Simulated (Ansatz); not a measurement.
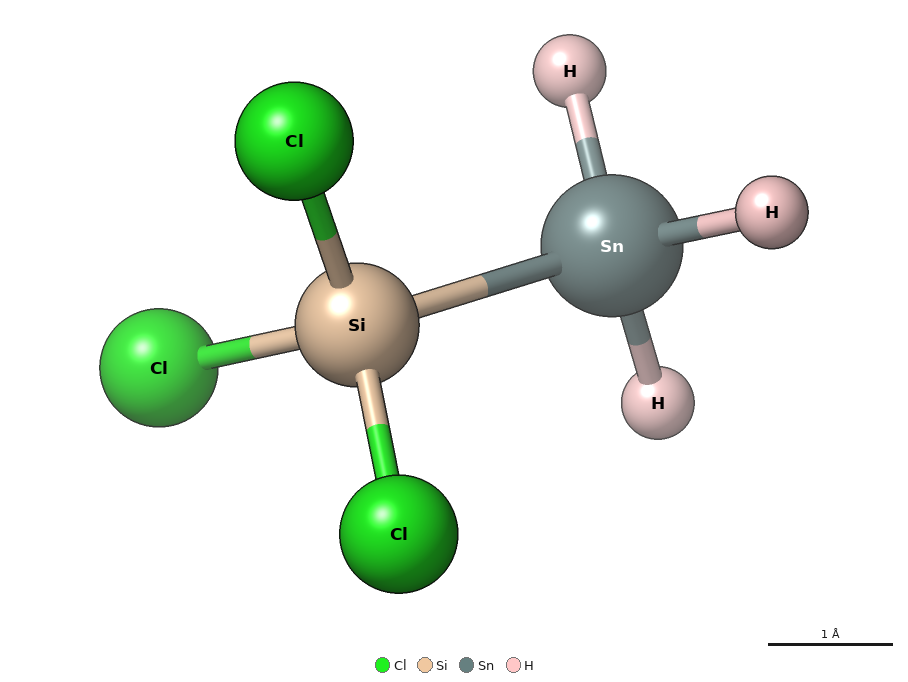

Distant atoms are faded towards the background colour. Computed geometry: PBE0-D4/def2-TZVP optimisation. Masses are those of the most abundant isotopes; constants are for the rigid equilibrium geometry.

> Classify the rotor and give the rotational constants (cm⁻¹).

A prolate symmetric top (C3v): A = 0.0432, B = C = 0.0200 cm⁻¹.
